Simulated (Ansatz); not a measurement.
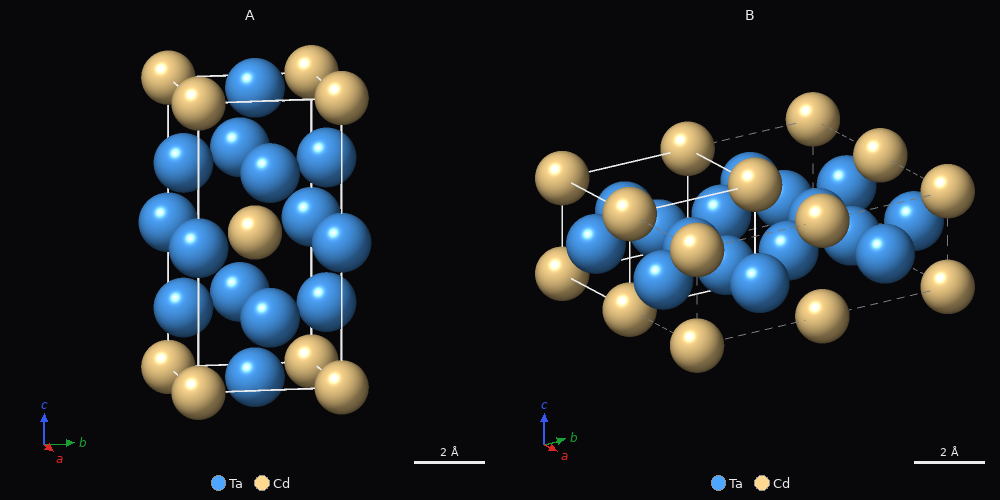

Two structures of Ta₃Cd, each relaxed to rest (conventional cells in solid outline, small ones repeated, not to one scale). Method: Ansatz, DFT PBE, scalar-relativistic, plane waves, PAW, without spin polarisation.

**Name structures A and B.**

A: 8 atoms a cell on a body-centred tetragonal lattice, I4/mmm. B: 4 atoms a cell on a primitive hexagonal lattice, P6/mmm.

**Which structure is more stable?**

A is lower, by 115 meV/atom at this level of theory (energies at zero smearing). Volumes: A 18.7, B 19.1 Å³/atom.

One or both may be structure types tried for this composition rather than known phases.
